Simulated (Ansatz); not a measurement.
Geometry relaxation of ZnH3ClO

ZnH3ClO, computed with RKS PBE0/def2-SVP (Ansatz 0.2.0).

It belongs to a series of runs on one base structure; here: end point B relaxed. Figures and captions count atoms from 1; the log counts them from 0 in places.

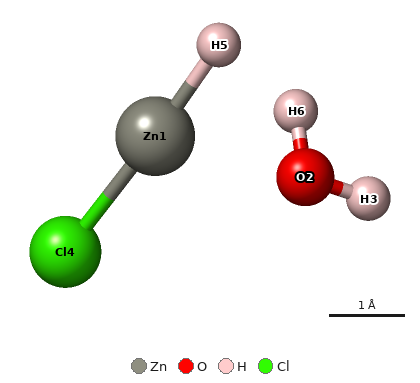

**Figure 1.** The input geometry (ball-and-stick view, seen at a tilt; atoms are numbered from 1 in the order of the input). Sticks mark near contacts.

### Key numbers

| quantity | value |
| --- | --- |
| outcome | converged |
| total energy | −63014.3731 eV |
| mean-field energy | −63014.3731 eV |
| largest force (length of the vector) at the end | 0.026 eV/Å |
| hardware | 1 thread of Arm Neoverse V1, 24 GiB of memory available, shared host |
| wall time | 47 s |
| peak memory | 0.17 GiB |

### Input
```yaml
crystal:
  periodic: [false, false, false]
  atoms:
    - { symbol: Zn, position_ang: [0.801677, 0.180172, -0.580447] }
    - { symbol: O, position_ang: [-0.282094, 0.320458, 2.190502] }
    - { symbol: H, position_ang: [-0.438616, -0.547042, 2.580941] }
    - { symbol: Cl, position_ang: [-0.511142, 0.040062, -2.226609] }
    - { symbol: H, position_ang: [1.874223, 0.245722, 0.55284] }
    - { symbol: H, position_ang: [0.682052, 0.311427, 1.987675] }
basis:
  gaussian: { orbitals: def2-SVP }
hamiltonian:
  xc: pbe0
relax:
  f_tol: 0.03
  max_steps: 50
```

Command:
```bash
ansatz run input.yaml --threads 1 --pin off --max-ram 2048MiB --backend cpu --events-out ev --progress --plain --runs-dir out
```

### What the program printed
```
The last accepted step is kept in [file] (removed where the run ends without a failure and the disk answers)
Engine: ansatz 0.2.0, aarch64-unknown-linux-gnu
Functional definition: PBE0
  parameter a = 0.25
  parameter kappa = 0.804
  parameter beta = 0.06672455060314922
  exchange = (1 - a)*pbe_x(kappa = kappa, mu = beta*pi^2/3) + a*exact_x
  correlation = pbe_c(beta = beta)
791 factors; integrals over basis functions are off by at most 4.0e-4 eV
mean field evaluation 1: about -63009.1032 eV, gradient 5.2e1 eV
mean field evaluation 2: about -63003.5204 eV, gradient 7.7e1 eV
mean field evaluation 4: about -63013.7245 eV, gradient 2.1e0 eV
mean field evaluation 8: about -63013.7879 eV, gradient 1.9e-1 eV
mean field evaluation 16: about -63013.7880 eV, gradient 4.5e-5 eV
mean field -63013.78800416 eV, -2315.7139968732 hartree, gradient 4.5e-5 eV, S^2 0.000000; 0 other end points of the search recorded, 0 dependent functions left out
the calculation of the forces begins
reference -63013.78803555 eV, -2315.7139980268 hartree; 29, 29 occupied and 49, 49 virtual orbitals, 791 factors
relax step   1: F+E_penalty+E_count = -63013.78800416 eV  Δ(F+E_penalty+E_count) = +0.000e0 eV  max|allowed force component| = 8.545e-1 eV/Å  Δτ_max = 0.0000 Å  (25 SCF iters, accepted)
these checks for a lower state are left out or cut short: starts, cluster_reference, orbital_swaps, neighbouring_geometries, increment
791 factors; integrals over basis functions are off by at most 5.5e-4 eV
mean field -63013.82622044 eV, -2315.7154012955 hartree, gradient 2.2e-5 eV, S^2 0.000000; 0 other end points of the search recorded, 0 dependent functions left out
[... from here on the field's lines of each further geometry are left out, up to the last ...]
relax step   2: F+E_penalty+E_count = -63013.82622044 eV  Δ(F+E_penalty+E_count) = -3.822e-2 eV  max|allowed force component| = 2.111e0 eV/Å  Δτ_max = 0.1968 Å  (28 SCF iters, accepted)
relax step   3: F+E_penalty+E_count = -63013.93561577 eV  Δ(F+E_penalty+E_count) = -1.094e-1 eV  max|allowed force component| = 2.504e0 eV/Å  Δτ_max = 0.1919 Å  (29 SCF iters, accepted)
relax step   4: F+E_penalty+E_count = -63014.09340527 eV  Δ(F+E_penalty+E_count) = -1.578e-1 eV  max|allowed force component| = 7.601e-1 eV/Å  Δτ_max = 0.1378 Å  (28 SCF iters, accepted)
relax step   5: F+E_penalty+E_count = -63014.14566075 eV  Δ(F+E_penalty+E_count) = -5.226e-2 eV  max|allowed force component| = 6.939e-1 eV/Å  Δτ_max = 0.1920 Å  (27 SCF iters, accepted)
relax step   6: F+E_penalty+E_count = -63014.18088509 eV  Δ(F+E_penalty+E_count) = -3.522e-2 eV  max|allowed force component| = 4.059e-1 eV/Å  Δτ_max = 0.1757 Å  (27 SCF iters, accepted)
relax step   7: F+E_penalty+E_count = -63014.23823794 eV  Δ(F+E_penalty+E_count) = -5.735e-2 eV  max|allowed force component| = 8.108e-1 eV/Å  Δτ_max = 0.1921 Å  (28 SCF iters, accepted)
relax step   8: F+E_penalty+E_count = -63014.26579882 eV  Δ(F+E_penalty+E_count) = -2.756e-2 eV  max|allowed force component| = 1.048e0 eV/Å  Δτ_max = 0.1926 Å  (27 SCF iters, accepted)
relax step   9: F+E_penalty+E_count = -63014.32018157 eV  Δ(F+E_penalty+E_count) = -5.438e-2 eV  max|allowed force component| = 3.069e-1 eV/Å  Δτ_max = 0.2000 Å  (27 SCF iters, accepted)
relax step  10: F+E_penalty+E_count = -63014.35159457 eV  Δ(F+E_penalty+E_count) = -3.141e-2 eV  max|allowed force component| = 5.377e-1 eV/Å  Δτ_max = 0.1949 Å  (29 SCF iters, accepted)
relax step  11: F+E_penalty+E_count = -63014.36207951 eV  Δ(F+E_penalty+E_count) = -1.048e-2 eV  max|allowed force component| = 4.440e-1 eV/Å  Δτ_max = 0.0884 Å  (29 SCF iters, accepted)
relax step  12: F+E_penalty+E_count = -63014.36926434 eV  Δ(F+E_penalty+E_count) = -7.185e-3 eV  max|allowed force component| = 2.523e-1 eV/Å  Δτ_max = 0.0596 Å  (29 SCF iters, accepted)
relax step  13: F+E_penalty+E_count = -63014.37200617 eV  Δ(F+E_penalty+E_count) = -2.742e-3 eV  max|allowed force component| = 1.438e-1 eV/Å  Δτ_max = 0.0496 Å  (30 SCF iters, accepted)
the calculation of the forces begins
reference -63014.37311063 eV, -2315.7354991395 hartree; 29, 29 occupied and 49, 49 virtual orbitals, 792 factors
relax step  14: F+E_penalty+E_count = -63014.37307955 eV  Δ(F+E_penalty+E_count) = -1.073e-3 eV  max|allowed force component| = 2.127e-2 eV/Å  Δτ_max = 0.0353 Å  (30 SCF iters, accepted)
```

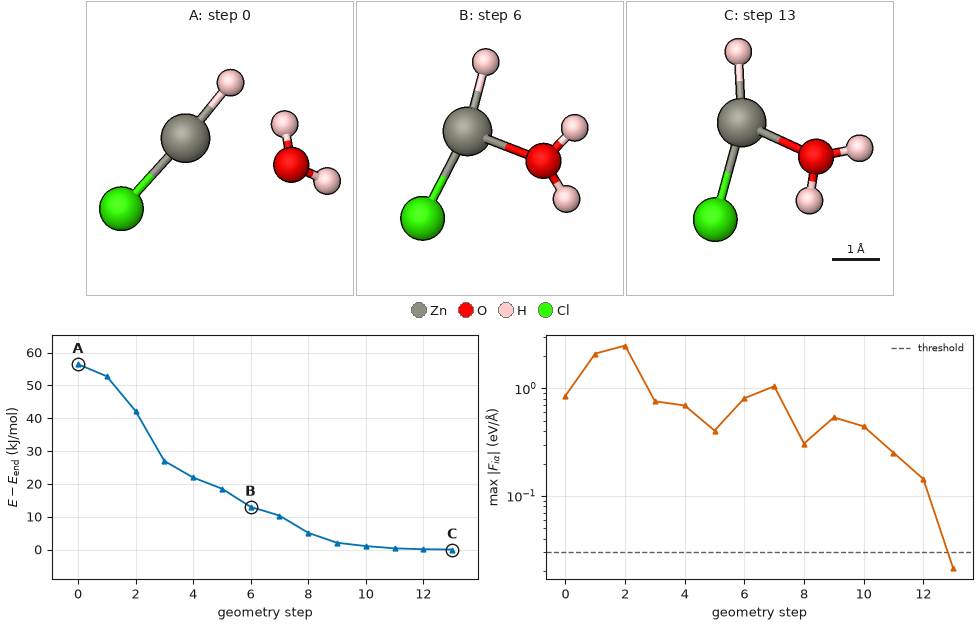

**Figure 2.** Frames of the relaxation (ball-and-stick view, seen at a tilt) above the curves, on which the letters mark them (the first geometry is step 0 here and step 1 in the log).

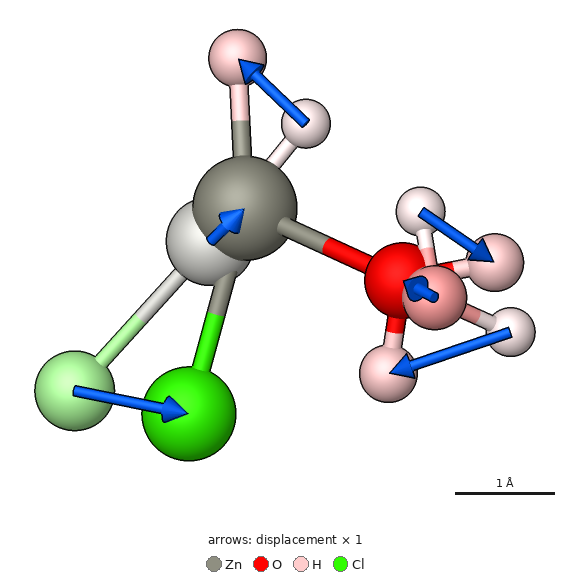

**Figure 3.** Start (faint) and end (solid) with the displacements as blue arrows, at true length (ball-and-stick view, seen at a tilt). The two geometries are laid on each other by the best rigid fit. Over 13 geometry steps the energy falls by 56.5 kJ/mol. The largest force component goes from 0.85 to 0.021 eV/Å. The largest move after the best rigid fit is that of H3, 1.32 Å. Largest moves by element: H 1.32 Å, Cl 1.27 Å, Zn 0.54 Å, O 0.51 Å. Distances before and after: Zn1–O2 2.979 → 2.150 Å, Zn1–Cl4 2.110 → 2.185 Å, O2–H6 0.985 → 0.964 Å, Zn1–H5 1.562 → 1.543 Å. New bonds form: Zn1–O2 (2.98 → 2.15 Å). Among the angles that change: Cl4–Zn1–H5 175.0° → 156.5°, H3–O2–H6 103.5° → 107.8°. (Atoms are counted from 1 in the order of the input.)

```
792 factors; integrals over basis functions are off by at most 5.4e-4 eV
mean field -63014.37307955 eV, -2315.7354979972 hartree, gradient 1.1e-5 eV, S^2 0.000000; 1 other end points of the search recorded, 0 dependent functions left out
the calculation of the forces begins
reference -63014.37311063 eV, -2315.7354991395 hartree; 29, 29 occupied and 49, 49 virtual orbitals, 792 factors
Total energy: -63014.37311063 eV, -2315.7354991395 hartree
Atom 0 at     1.042670     0.260917    -0.123435 Å, force    -0.009025     0.002252    -0.015448 eV/Å
Atom 1 at    -0.000823     0.295618     1.756271 Å, force    -0.007972     0.009563    -0.018235 eV/Å
Atom 2 at    -0.845339    -0.062444     1.431216 Å, force     0.015079     0.002662    -0.000891 eV/Å
Atom 3 at    -0.865307    -0.322031    -1.015046 Å, force     0.010903     0.001541     0.011590 eV/Å
Atom 4 at     2.552426     0.575896    -0.092473 Å, force    -0.003572    -0.002176     0.001713 eV/Å
Atom 5 at     0.242473    -0.197157     2.548369 Å, force    -0.005414    -0.013842     0.021270 eV/Å
Dipole moment:     0.047996    -0.134025     0.826382 e Å
```

### Trajectory as extended XYZ (Å, eV, eV/Å), 14 frames, from step=1 to step=14
```
6
Properties=species:S:1:pos:R:3:forces:R:3 step=1 energy=-63013.78800
Zn    0.8017    0.1802   -0.5804    0.0523   0.0358   0.4913
O    -0.2821    0.3205    2.1905    0.8483  -0.0294  -0.4646
H    -0.4386   -0.5470    2.5809    0.0034   0.0051   0.0023
Cl   -0.5111    0.0401   -2.2266    0.0091  -0.0019   0.0093
H     1.8742    0.2457    0.5528   -0.0587  -0.0251  -0.3417
H     0.6821    0.3114    1.9877   -0.8545   0.0156   0.3034
6
Properties=species:S:1:pos:R:3:forces:R:3 step=2 energy=-63013.82622
Zn    0.7707    0.1845   -0.5114   -0.0396  -0.0320   0.4500
O    -0.2973    0.2659    2.0020    2.1112  -0.8216   0.6518
H    -0.4432   -0.5203    2.5782   -0.1835   0.7179  -0.6427
Cl   -0.5302    0.0456   -2.1693   -0.0488   0.0024  -0.0116
H     1.9150    0.2407    0.5302    0.1102   0.0226  -0.1938
H     0.7111    0.3344    2.0751   -1.9495   0.1107  -0.2537
6
Properties=species:S:1:pos:R:3:forces:R:3 step=3 energy=-63013.93562
Zn    0.7299    0.1630   -0.3625    0.2149  -0.0306   0.4464
O    -0.2625    0.2114    1.8214    2.5043  -0.1831   1.4347
H    -0.5091   -0.5131    2.4383   -0.1314   0.4805  -0.7105
Cl   -0.5855    0.0403   -2.0154   -0.1581  -0.0212  -0.0430
H     2.0579    0.2498    0.4674   -0.0595   0.0303  -0.1527
H     0.6954    0.3994    2.1557   -2.3703  -0.2760  -0.9749
6
Properties=species:S:1:pos:R:3:forces:R:3 step=4 energy=-63014.09340
Zn    0.7349    0.1474   -0.3049    0.2575   0.0332   0.2931
O    -0.2017    0.2197    1.7794    0.7089  -0.2189   0.7490
H    -0.5506   -0.5227    2.3072   -0.0290   0.3174  -0.4187
Cl   -0.6228    0.0240   -1.9288   -0.1888  -0.0429  -0.0339
H     2.1182    0.2563    0.4166    0.0116   0.0139  -0.1007
H     0.6482    0.4261    2.2354   -0.7601  -0.1027  -0.4889
6
Properties=species:S:1:pos:R:3:forces:R:3 step=5 energy=-63014.14566
Zn    0.7706    0.1418   -0.2044    0.4027   0.1691  -0.1115
O    -0.1865    0.2520    1.7412   -0.0589  -0.6939   0.5652
H    -0.6758   -0.4886    2.1657    0.3474   0.6777  -0.4623
Cl   -0.6720   -0.0241   -1.7686   -0.1368  -0.0796   0.0362
H     2.2536    0.3316    0.3175   -0.2579  -0.0733  -0.0124
H     0.6363    0.3380    2.2534   -0.2965   0.0000  -0.0151
6
Properties=species:S:1:pos:R:3:forces:R:3 step=6 energy=-63014.18089
Zn    0.8875    0.2051   -0.3193    0.0061   0.0309   0.4059
O    -0.1852    0.2742    1.7859    0.2263  -0.1522  -0.2148
H    -0.7464   -0.4577    2.0796    0.0240   0.1336  -0.1349
Cl   -0.7247   -0.0857   -1.6675   -0.1736  -0.0440  -0.0761
H     2.3261    0.3453    0.2358   -0.0117   0.0218   0.0009
H     0.5688    0.2696    2.3904   -0.0711   0.0098   0.0191
6
Properties=species:S:1:pos:R:3:forces:R:3 step=7 energy=-63014.23824
Zn    0.8839    0.2306   -0.2427    0.0026  -0.0282   0.0698
O    -0.0962    0.2801    1.7006   -0.1319  -0.7943   0.8108
H    -0.7926   -0.3868    1.9072    0.6311   0.7149  -0.2804
Cl   -0.7848   -0.1475   -1.5355   -0.0118  -0.0079   0.0363
H     2.3401    0.3832    0.2647    0.0769   0.0480  -0.0910
H     0.5758    0.1912    2.4107   -0.5670   0.0675  -0.5456
6
Properties=species:S:1:pos:R:3:forces:R:3 step=8 energy=-63014.26580
Zn    0.9328    0.2422   -0.2211    0.0435   0.0056   0.0619
O    -0.0616    0.2812    1.6980   -0.2670  -0.9940   1.0482
H    -0.8901   -0.2538    1.8077    1.0176   0.6854  -0.2434
Cl   -0.8062   -0.2211   -1.4044    0.0136  -0.0023   0.0413
H     2.4193    0.4746    0.1771   -0.0609   0.0021  -0.0924
H     0.5319    0.0277    2.4476   -0.7468   0.3033  -0.8156
6
Properties=species:S:1:pos:R:3:forces:R:3 step=9 energy=-63014.32018
Zn    0.9479    0.2469   -0.1823    0.1812  -0.0079  -0.0593
O     0.0069    0.2232    1.7327   -0.3069  -0.1301   0.0639
H    -0.8830   -0.1602    1.7067    0.0940   0.0790  -0.0934
Cl   -0.7905   -0.2464   -1.3513   -0.1417  -0.0116   0.1051
H     2.4513    0.5208    0.0207    0.0952   0.0410   0.0260
H     0.3935   -0.0335    2.5784    0.0783   0.0296  -0.0423
6
Properties=species:S:1:pos:R:3:forces:R:3 step=10 energy=-63014.35160
Zn    1.0217    0.2518   -0.1791    0.0144  -0.0237   0.0150
O     0.0099    0.2021    1.7073   -0.2017  -0.2513   0.5377
H    -0.8956   -0.1375    1.5890    0.3138   0.1195  -0.1247
Cl   -0.8444   -0.2597   -1.1645    0.0006   0.0080   0.0277
H     2.5326    0.5601   -0.0440   -0.0454  -0.0020  -0.0135
H     0.3019   -0.0659    2.5963   -0.0816   0.1495  -0.4422
6
Properties=species:S:1:pos:R:3:forces:R:3 step=11 energy=-63014.36208
Zn    1.0409    0.2533   -0.1648   -0.0441  -0.0175   0.0276
O     0.0143    0.2240    1.7124   -0.2012  -0.2384   0.4440
H    -0.8722   -0.1278    1.5072    0.2889   0.1195  -0.0569
Cl   -0.8663   -0.2712   -1.0796    0.0225   0.0005  -0.0168
H     2.5491    0.5690   -0.0666   -0.0119  -0.0043  -0.0269
H     0.2602   -0.0966    2.5963   -0.0541   0.1403  -0.3710
6
Properties=species:S:1:pos:R:3:forces:R:3 step=12 energy=-63014.36926
Zn    1.0417    0.2562   -0.1425   -0.0017  -0.0036  -0.0018
O     0.0128    0.2544    1.7372   -0.2004  -0.1913   0.1845
H    -0.8493   -0.1085    1.4556    0.2353   0.1036   0.0492
Cl   -0.8687   -0.2879   -1.0494    0.0252   0.0019   0.0281
H     2.5523    0.5714   -0.0920   -0.0141  -0.0051  -0.0078
H     0.2373   -0.1348    2.5960   -0.0443   0.0944  -0.2523
6
Properties=species:S:1:pos:R:3:forces:R:3 step=13 energy=-63014.37201
Zn    1.0463    0.2610   -0.1305    0.0529   0.0004   0.0149
O     0.0081    0.2722    1.7457   -0.0354  -0.0601   0.1438
H    -0.8467   -0.0720    1.4301    0.0769   0.0121   0.0187
Cl   -0.8653   -0.3108   -1.0110   -0.0416  -0.0103  -0.0366
H     2.5568    0.5781   -0.1027   -0.0186  -0.0020  -0.0014
H     0.2269   -0.1777    2.5733   -0.0342   0.0598  -0.1393
6
Properties=species:S:1:pos:R:3:forces:R:3 step=14 energy=-63014.37308
Zn    1.0427    0.2609   -0.1234   -0.0090   0.0023  -0.0154
O    -0.0008    0.2956    1.7563   -0.0080   0.0096  -0.0182
H    -0.8453   -0.0624    1.4312    0.0151   0.0027  -0.0009
Cl   -0.8653   -0.3220   -1.0150    0.0109   0.0015   0.0116
H     2.5524    0.5759   -0.0925   -0.0036  -0.0022   0.0017
H     0.2425   -0.1972    2.5484   -0.0054  -0.0138   0.0213
```
